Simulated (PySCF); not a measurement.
**What a change does: NMR shielding calculation on C$_{8}$H$_{14}$O**

System: C$_{8}$H$_{14}$O, SMILES CC(=O)C1CCCCC1.
Method of run 1: GIAO PBE0/pcSseg-1 NMR shielding, non-relativistic, IEF-PCM chloroform (PySCF 2.14.0).

The geometry comes from this level: PBE0-D3(BJ)/def2-SVP. Text and figures count atoms from 1; the logs count them from 0 in places.

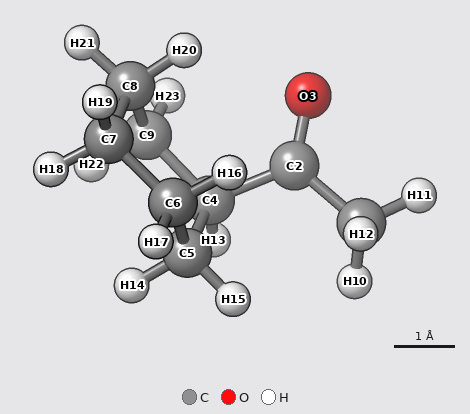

Figure 1. The structure (ball-and-stick view, seen at a tilt; atoms are numbered from 1 in the order of the input).

Input, run 1:
```
{"job": {"kind": "nmr", "xc": "PBE0", "basis": "pcSseg-1", "solvent": "chloroform", "pop": false}, "charge": 0, "multiplicity": 1}
C      2.600777    -1.077395    -0.097932
C      1.668880    -0.082541     0.553624
O      1.682229     0.084132     1.750783
C      0.743907     0.713210    -0.362053
C     -0.001932    -0.171307    -1.371512
C     -1.083014    -1.006701    -0.693723
C     -2.064652    -0.119993     0.065589
C     -1.344026     0.764909     1.077242
C     -0.231504     1.584503     0.428000
H      3.020879    -0.696486    -1.040582
H      3.403511    -1.332744     0.604910
H      2.043250    -1.997187    -0.338478
H      1.432786     1.366347    -0.932510
H     -0.473385     0.487154    -2.121296
H      0.698844    -0.811373    -1.929850
H     -0.614636    -1.717753     0.012047
H     -1.611508    -1.619640    -1.441621
H     -2.606458     0.514760    -0.659610
H     -2.828231    -0.735217     0.568337
H     -0.903243     0.137395     1.869106
H     -2.060447     1.437118     1.576212
H     -0.672722     2.324333    -0.262327
H      0.319440     2.144878     1.197281
```

The first line tells a small driver script what to run in PySCF; the rest is the geometry in Å.

Command:
```bash
OMP_NUM_THREADS=1 python <driver script> task.json out
```

Hardware: 1 CPU thread, shared host.

Output (run 1):
```
coarse grid: 18456 points
cycle   1  E = -387.8102599265  dE =  1.068e+00  |g| = 8.141e-01  |ddm| = 4.159e+00
cycle   2  E = -387.5333000527  dE =  2.770e-01  |g| = 1.464e+00  |ddm| = 2.079e+00
cycle   3  E = -387.9423780056  dE = -4.091e-01  |g| = 1.760e-01  |ddm| = 1.545e+00
cycle   4  E = -387.9490285488  dE = -6.651e-03  |g| = 5.865e-02  |ddm| = 1.856e-01
cycle   5  E = -387.9497782051  dE = -7.497e-04  |g| = 1.273e-02  |ddm| = 6.253e-02
cycle   6  E = -387.9498125017  dE = -3.430e-05  |g| = 3.839e-03  |ddm| = 1.456e-02
cycle   7  E = -387.9498157885  dE = -3.287e-06  |g| = 7.767e-04  |ddm| = 3.818e-03
final grid: 176080 points
cycle   8  E = -388.0174244976  dE = -5.555e-05  |g| = 1.358e-02  |ddm| = 4.099e-02
cycle   9  E = -388.0173538609  dE =  7.064e-05  |g| = 2.343e-02  |ddm| = 2.995e-02
cycle  10  E = -388.0174637174  dE = -1.099e-04  |g| = 2.784e-03  |ddm| = 1.962e-02
cycle  11  E = -388.0174652755  dE = -1.558e-06  |g| = 3.103e-04  |ddm| = 2.283e-03
cycle  12  E = -388.0174652947  dE = -1.922e-08  |g| = 1.106e-04  |ddm| = 4.140e-04
cycle  13  E = -388.0174652973  dE = -2.628e-09  |g| = 3.531e-05  |ddm| = 1.279e-04
cycle  14  E = -388.0174652976  dE = -3.140e-10  |g| = 4.054e-06  |ddm| = 3.246e-05
converged SCF energy = -388.0174652976

GIAO shielding tensors (ppm)
atom      isotropic    diamagn.    paramagn.     s11        s22        s33       span
  0 C      154.395     251.454     -97.059    135.752    140.298    187.135     51.383
  1 C      -35.021     249.787    -284.808   -113.346    -88.970     97.253    210.599
  2 O     -317.233     403.175    -720.408   -889.959   -406.873    345.132   1235.091
  3 C      134.227     253.153    -118.926    109.259    134.772    158.650     49.391
  4 C      154.047     248.720     -94.672    144.892    156.400    160.851     15.959
  5 C      158.988     247.951     -88.963    154.136    160.307    162.520      8.383
  6 C      156.320     246.989     -90.670    151.920    157.954    159.085      7.165
  7 C      160.674     247.083     -86.409    154.368    160.761    166.893     12.525
  8 C      157.700     246.898     -89.197    151.173    159.664    162.264     11.090
  9 H       28.804      29.097      -0.293     24.864     28.964     32.583      7.719
 10 H       29.345      27.516       1.829     25.740     27.540     34.753      9.013
 11 H       28.861      29.769      -0.908     25.046     29.569     31.968      6.922
 12 H       29.013      32.596      -3.583     24.934     28.029     34.074      9.141
 13 H       29.695      31.769      -2.074     26.742     27.315     35.027      8.285
 14 H       29.134      32.435      -3.302     25.282     27.297     34.822      9.540
 15 H       30.341      31.726      -1.385     26.642     29.490     34.890      8.248
 16 H       29.856      29.851       0.005     24.697     27.769     37.102     12.405
 17 H       30.157      30.186      -0.030     26.255     28.228     35.987      9.732
 18 H       29.768      29.165       0.603     24.939     27.451     36.913     11.974
 19 H       29.843      31.379      -1.536     25.583     29.178     34.768      9.185
 20 H       29.999      29.306       0.693     24.940     27.756     37.302     12.362
 21 H       30.206      31.146      -0.940     26.092     28.242     36.283     10.191
 22 H       29.205      31.215      -2.010     25.574     26.718     35.323      9.749
```

For run 2 the input was changed thus:
```diff
-"solvent": "chloroform"
-"pop": false
+"solvent": "acetonitrile"
+"pop": true
```

How does run 2 compare with run 1?

The total energy of run 2 is 1.4 kcal/mol lower: the change of the electrostatic solvation energy at this fixed geometry, without cavity or dispersion terms. The dipole moment goes from 3.49 to 3.85 D. Of all shieldings, the largest change is that of O3, by +15.4 ppm. The number of SCF iterations is the same.

Output (run 2):
```
coarse grid: 18456 points
cycle   1  E = -387.8158147835  dE =  1.063e+00  |g| = 8.080e-01  |ddm| = 4.159e+00
cycle   2  E = -387.5631661902  dE =  2.526e-01  |g| = 1.420e+00  |ddm| = 1.942e+00
cycle   3  E = -387.9451830082  dE = -3.820e-01  |g| = 1.690e-01  |ddm| = 1.423e+00
cycle   4  E = -387.9513174122  dE = -6.134e-03  |g| = 5.522e-02  |ddm| = 1.755e-01
cycle   5  E = -387.9519846847  dE = -6.673e-04  |g| = 1.183e-02  |ddm| = 5.801e-02
cycle   6  E = -387.9520144233  dE = -2.974e-05  |g| = 3.597e-03  |ddm| = 1.342e-02
cycle   7  E = -387.9520173218  dE = -2.899e-06  |g| = 7.028e-04  |ddm| = 3.500e-03
final grid: 176080 points
cycle   8  E = -388.0196143496  dE = -5.625e-05  |g| = 1.340e-02  |ddm| = 4.093e-02
cycle   9  E = -388.0195494018  dE =  6.495e-05  |g| = 2.271e-02  |ddm| = 2.912e-02
cycle  10  E = -388.0196528680  dE = -1.035e-04  |g| = 2.670e-03  |ddm| = 1.873e-02
cycle  11  E = -388.0196542933  dE = -1.425e-06  |g| = 2.978e-04  |ddm| = 2.145e-03
cycle  12  E = -388.0196543110  dE = -1.764e-08  |g| = 1.065e-04  |ddm| = 3.861e-04
cycle  13  E = -388.0196543134  dE = -2.445e-09  |g| = 3.416e-05  |ddm| = 1.225e-04
cycle  14  E = -388.0196543137  dE = -2.910e-10  |g| = 3.724e-06  |ddm| = 3.119e-05
converged SCF energy = -388.0196543137

GIAO shielding tensors (ppm)
atom      isotropic    diamagn.    paramagn.     s11        s22        s33       span
  0 C      154.067     251.278     -97.211    134.844    139.850    187.508     52.664
  1 C      -37.301     249.942    -287.243   -113.597    -95.799     97.491    211.088
  2 O     -301.881     403.775    -705.656   -858.675   -392.345    345.376   1204.051
  3 C      134.139     253.151    -119.012    108.668    134.842    158.906     50.238
  4 C      154.233     248.722     -94.489    145.105    156.557    161.037     15.932
  5 C      159.018     248.040     -89.022    154.261    160.386    162.407      8.146
  6 C      156.504     247.036     -90.532    152.164    158.194    159.154      6.990
  7 C      160.642     247.255     -86.614    154.214    160.753    166.958     12.745
  8 C      157.816     247.018     -89.202    151.512    159.493    162.444     10.932
  9 H       28.677      28.924      -0.247     24.705     28.846     32.479      7.773
 10 H       29.393      27.484       1.909     25.791     27.596     34.794      9.003
 11 H       28.765      29.623      -0.858     24.934     29.462     31.899      6.965
 12 H       28.913      32.475      -3.563     24.816     27.908     34.013      9.197
 13 H       29.657      31.727      -2.070     26.682     27.266     35.022      8.340
 14 H       29.062      32.365      -3.303     25.183     27.214     34.788      9.605
 15 H       30.326      31.746      -1.420     26.641     29.469     34.869      8.228
 16 H       29.839      29.845      -0.007     24.675     27.741     37.100     12.425
 17 H       30.124      30.174      -0.050     26.222     28.177     35.972      9.750
 18 H       29.779      29.189       0.590     24.943     27.465     36.929     11.986
 19 H       29.931      31.552      -1.621     25.668     29.316     34.809      9.141
 20 H       29.989      29.340       0.649     24.946     27.745     37.276     12.330
 21 H       30.139      31.119      -0.980     26.038     28.143     36.235     10.197
 22 H       29.293      31.362      -2.069     25.675     26.827     35.377      9.702
```

The two runs side by side:

| quantity | run 1 | run 2 |
| --- | --- | --- |
| outcome | converged | converged |
| total energy (hartree) | −388.017465 | −388.019654 |
| HOMO (eV) | −7.12 | −7.16 |
| LUMO (eV) | −0.35 | −0.36 |
| dipole moment (D) | 3.49 | 3.85 |
| shielding of C1 (ppm) | 154.4 | 154.1 |
| shielding of C2 (ppm) | −35.0 | −37.3 |
| shielding of O3 (ppm) | −317.2 | −301.9 |
| shielding of C5 (ppm) | 154.0 | 154.2 |
| shielding of C7 (ppm) | 156.3 | 156.5 |
| shielding of C9 (ppm) | 157.7 | 157.8 |
| shielding of H10 (ppm) | 28.8 | 28.7 |
| SCF iterations | 14 | 14 |
| basis functions | 223 | 223 |
| wall time (shared host) | 2 min | 2 min |
